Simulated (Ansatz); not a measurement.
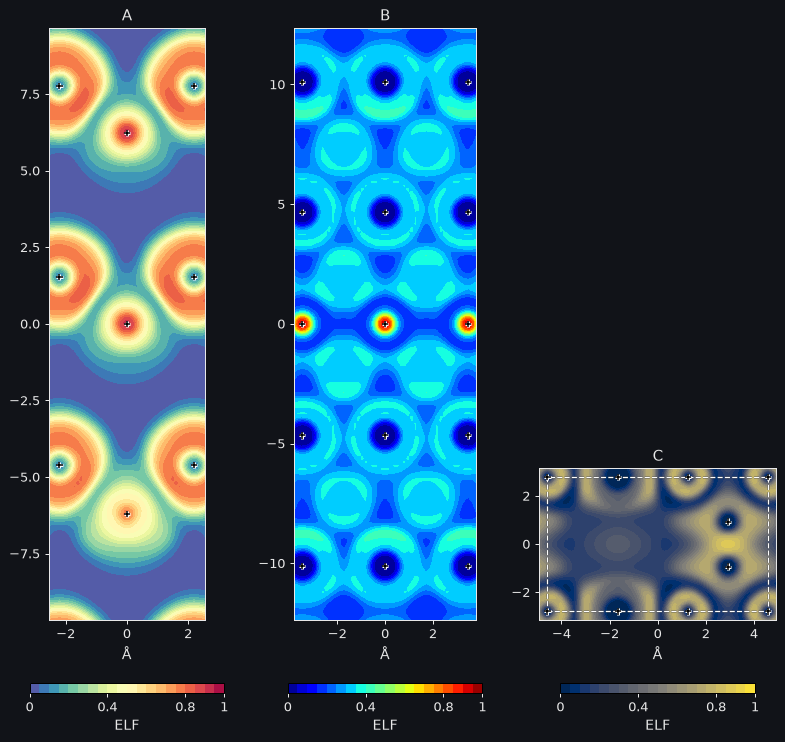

The electron localisation function of 3 systems, each on a plane through atoms (crosses mark nuclei in the plane).

These are results of Ansatz, DFT PBE, scalar-relativistic, plane waves, PAW, not measurements.

System 1: CuSn4, the (010) plane of the conventional cell. Space group P6₃/mmc; a structure generated by program, which may or may not match a known phase; computed without spin polarisation.

```xyz
10
Lattice="3.4542 0.0000 0.0000 -1.7271 2.9915 0.0000 0.0000 0.0000 24.0331" Properties=species:S:1:pos:R:3 pbc="T T T"
Cu    0.0000    1.9943    6.0083
Cu    1.7271    0.9971   18.0248
Sn    0.0000    1.9943   19.9256
Sn    0.0000    1.9943    1.3454
Sn    0.0000    1.9943   10.6712
Sn    0.0000    1.9943   16.1240
Sn    1.7271    0.9971   22.6877
Sn    1.7271    0.9971    4.1075
Sn    1.7271    0.9971    7.9090
Sn    1.7271    0.9971   13.3619
```

System 2: Sc2B2Sb, the (110) plane of the conventional cell. Space group P6/mmm; a structure generated by program, which may or may not match a known phase; computed without spin polarisation.

```yaml
crystal:
  lattice:
    - [3.23344, 0.00000, 0.00000]
    - [-1.61672, 2.80024, 0.00000]
    - [0.00000, 0.00000, 9.16437]
  atoms:
    - { symbol: Sc, position: [0.00000, 0.00000, 0.68059] }
    - { symbol: Sc, position: [0.00000, 0.00000, 0.31941] }
    - { symbol: B, position: [0.33333, 0.66667, 0.50000] }
    - { symbol: B, position: [0.66667, 0.33333, 0.50000] }
    - { symbol: Sb, position: [0.00000, 0.00000, 0.00000] }
```

System 3: Cd2HgSe3, the (010) plane of the conventional cell. Space group I-4m2; a structure generated by program, which may or may not match a known phase.

```
CELL_PARAMETERS angstrom
4.39955 0.00000 0.00000
0.00000 4.39955 0.00000
0.00000 0.00000 18.62670
ATOMIC_POSITIONS crystal
Cd 0.50000 0.50000 0.33273
Cd 0.00000 0.00000 0.83273
Cd 0.00000 0.00000 0.16727
Cd 0.50000 0.50000 0.66727
Hg 0.50000 0.50000 0.00000
Hg 0.00000 0.00000 0.50000
Se 0.50000 0.00000 0.25000
Se 0.00000 0.50000 0.75000
Se 0.00000 0.50000 0.08474
Se 0.50000 0.00000 0.58474
Se 0.00000 0.50000 0.41526
Se 0.50000 0.00000 0.91526
```

### Match each panel to its system.

Panel A is system 3, Cd2HgSe3: the plane holds Cd, Hg and Se. Cd–Se (2.68 Å): the ELF is about 0.40 at the midpoint and 0.15 at its lowest between the atoms. Panel B is system 1, CuSn4: the plane holds Cu and Sn. Panel C is system 2, Sc2B2Sb: the plane holds Sc, B and Sb. B–B (1.87 Å): the ELF peaks at about 0.85 between the atoms.
